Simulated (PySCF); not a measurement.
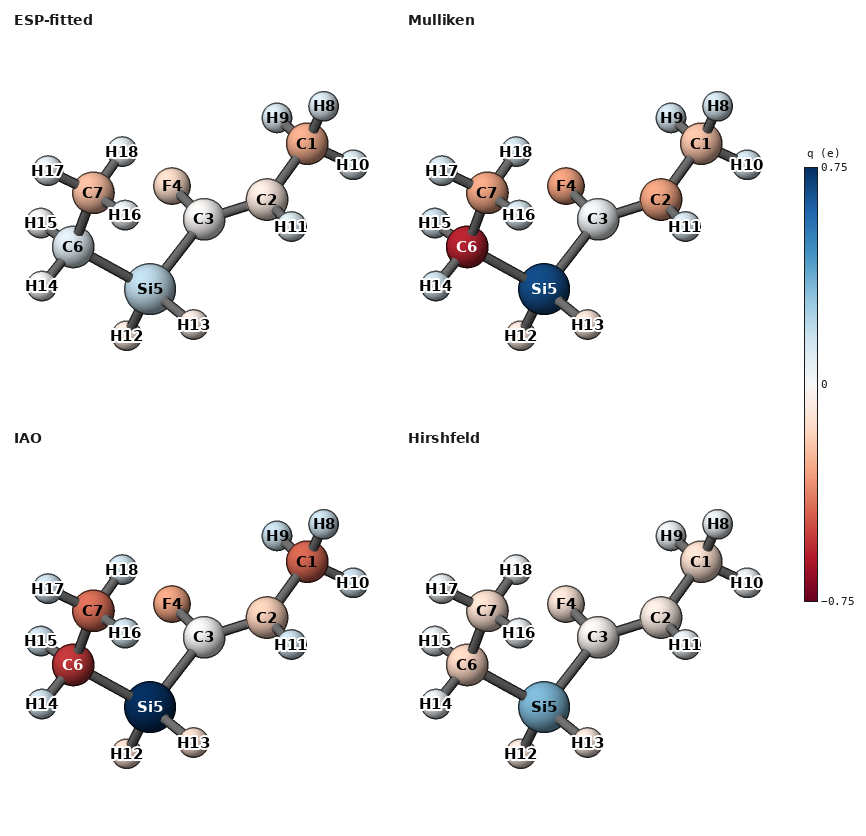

Atomic charges of one calculation by 4 schemes, on one colour scale. Computed geometry: GFN2-xTB optimisation. No frequency run is at hand to confirm it as a minimum. Computed with PBE0/pcSseg-1 (PySCF 2.14.0).

On which atom do the schemes disagree most?

On C6 (from −0.57 to 0.09 e).

List the charges (e), one line for each set of equivalent atoms.

```json
{"atom": "C1", "ESP-fitted": "−0.27", "Mulliken": "−0.21", "IAO": "−0.43", "Hirshfeld": "−0.12"}
{"atom": "C2", "ESP-fitted": "−0.08", "Mulliken": "−0.30", "IAO": "−0.18", "Hirshfeld": "−0.06"}
{"atom": "C3", "ESP-fitted": "−0.01", "Mulliken": "0.02", "IAO": "0.00", "Hirshfeld": "−0.02"}
{"atom": "F4", "ESP-fitted": "−0.14", "Mulliken": "−0.30", "IAO": "−0.29", "Hirshfeld": "−0.10"}
{"atom": "Si5", "ESP-fitted": "0.19", "Mulliken": "0.67", "IAO": "0.75", "Hirshfeld": "0.34"}
{"atom": "C6", "ESP-fitted": "0.09", "Mulliken": "−0.57", "IAO": "−0.53", "Hirshfeld": "−0.15"}
{"atom": "C7", "ESP-fitted": "−0.23", "Mulliken": "−0.29", "IAO": "−0.41", "Hirshfeld": "−0.12"}
{"atom": "H8", "ESP-fitted": "0.10", "Mulliken": "0.13", "IAO": "0.15", "Hirshfeld": "0.05"}
{"atom": "H9", "ESP-fitted": "0.10", "Mulliken": "0.13", "IAO": "0.16", "Hirshfeld": "0.04"}
{"atom": "H10", "ESP-fitted": "0.10", "Mulliken": "0.13", "IAO": "0.16", "Hirshfeld": "0.05"}
{"atom": "H11", "ESP-fitted": "0.10", "Mulliken": "0.12", "IAO": "0.16", "Hirshfeld": "0.05"}
{"atom": "H12", "ESP-fitted": "−0.07", "Mulliken": "−0.08", "IAO": "−0.12", "Hirshfeld": "−0.08"}
{"atom": "H13", "ESP-fitted": "−0.06", "Mulliken": "−0.09", "IAO": "−0.13", "Hirshfeld": "−0.08"}
{"atom": "H14", "ESP-fitted": "0.00", "Mulliken": "0.14", "IAO": "0.15", "Hirshfeld": "0.04"}
{"atom": "H15", "ESP-fitted": "0.00", "Mulliken": "0.15", "IAO": "0.15", "Hirshfeld": "0.04"}
{"atom": "H16", "ESP-fitted": "0.05", "Mulliken": "0.11", "IAO": "0.14", "Hirshfeld": "0.04"}
{"atom": "H17", "ESP-fitted": "0.06", "Mulliken": "0.12", "IAO": "0.14", "Hirshfeld": "0.04"}
{"atom": "H18", "ESP-fitted": "0.06", "Mulliken": "0.13", "IAO": "0.14", "Hirshfeld": "0.03"}
```

The geometry is semi-empirical. Around Si such bond lengths and angles can be off by a tenth of an ångström or more and by several degrees, and values that hang on the shape move with them.
